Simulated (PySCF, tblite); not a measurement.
# C₄H₁₁F₃N₂Si: geometry, infrared bands and NMR shifts

Wanted: the infrared bands and NMR shifts of C₄H₁₁F₃N₂Si (`N[SiH2]NCCCC(F)(F)F`), by calculation.

Programs: tblite 0.8.0 and PySCF 2.14.0, with density-fitted response routines of our own. Each step states its level of theory. These are calculated values for one molecule in the gas phase, unless marked as measured. Atoms count from 0, in the outputs and in this text.

## Step 1: Starting geometry

21 atoms, charge 0, multiplicity 1; geometry from: force field or distance geometry start.

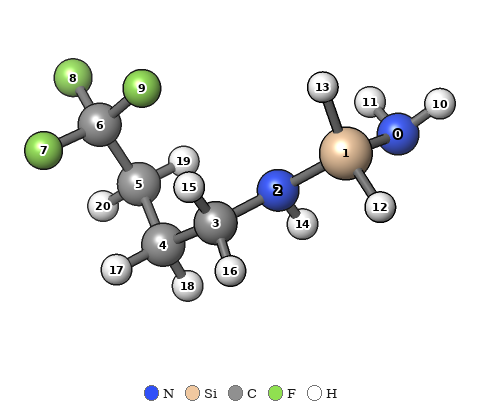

The starting geometry (nitrogen blue, silicon light orange, carbon grey, fluorine green, hydrogen white), atoms numbered.

## Step 2: Relaxing the molecule with GFN2-xTB

Job settings and geometry (Å):

```
{"job": {"kind": "relax", "xc": "GFN2-xTB", "basis": "xTB"}, "charge": 0, "multiplicity": 1}
N     -3.319500     0.354500     0.102500
Si    -2.278100     0.507500    -1.210900
N     -0.957000    -0.300400    -0.492500
C      0.289600    -0.589800    -1.175900
C      1.287600    -1.221300    -0.179900
C      1.598500    -0.374100     1.048500
C      2.226300     0.973400     0.735900
F      3.338800     0.830500    -0.018400
F      2.607000     1.583900     1.885100
F      1.380700     1.800500     0.098700
H     -4.156600     0.918400    -0.081200
H     -2.874500     0.786600     0.903200
H     -2.794900    -0.258000    -2.338000
H     -1.969400     1.924100    -1.425700
H     -1.356500    -1.142600    -0.098500
H      0.722300     0.306200    -1.600700
H      0.120700    -1.302500    -1.984700
H      2.220100    -1.435300    -0.725500
H      0.903400    -2.188300     0.154500
H      0.704800    -0.223200     1.658500
H      2.297500    -0.933100     1.684900
```

Command:

```bash
$ OMP_NUM_THREADS=1 python probes_run.py task.json out
```

This one command runs all jobs of the session in turn.

**Question.** This job is followed by: GFN2-xTB harmonic vibrations, gas phase; GIAO PBE0/pcSseg-1 NMR shielding, non-relativistic, gas phase. What will the session give for the following? strongest single infrared mode (GFN2-xTB); zero-point energy (GFN2-xTB); 13C shifts against TMS (PBE0/pcSseg-1); 1H shifts against TMS (PBE0/pcSseg-1, means over atoms taken as alike); 15N shifts against NH3 (PBE0/pcSseg-1); 29Si shifts against TMS (PBE0/pcSseg-1); 19F shifts against CFCl3 (PBE0/pcSseg-1, means over atoms taken as alike).

**Answer**, as computed:

| quantity | value |
| --- | --- |
| strongest single infrared mode (GFN2-xTB) | 2179 cm⁻¹, 499 km/mol |
| zero-point energy (GFN2-xTB) | 97.5 kcal/mol |
| 13C shifts against TMS (PBE0/pcSseg-1) | 136.8, 40.1, 30.7, 30.5 ppm |
| 1H shifts against TMS (PBE0/pcSseg-1, means over atoms taken as alike) | 5.12, 3.05, 2.58, 1.59, 0.09, -0.35 ppm |
| 15N shifts against NH3 (PBE0/pcSseg-1) | 32.3, 10.9 ppm |
| 29Si shifts against TMS (PBE0/pcSseg-1) | -32.6 ppm |
| 19F shifts against CFCl3 (PBE0/pcSseg-1, means over atoms taken as alike) | -82.2 ppm |

What this shows: Over 121 steps the energy fell by 0.449 eV; of the close pairs, N0–Si1 changed most, 1.683 to 1.726 Å. No mode is imaginary among the 57: a minimum at this level. The strongest single mode, at 2179 cm⁻¹, moves mainly H12 and H13. Unscaled tight-binding wavenumbers are off by several per cent, some by more. Its intensities can rank the bands wrongly. At PBE0/pcSseg-1: Shielding is most anisotropic at F7, F8, F9 (span 178 ppm, paramagnetic term -220 ppm).
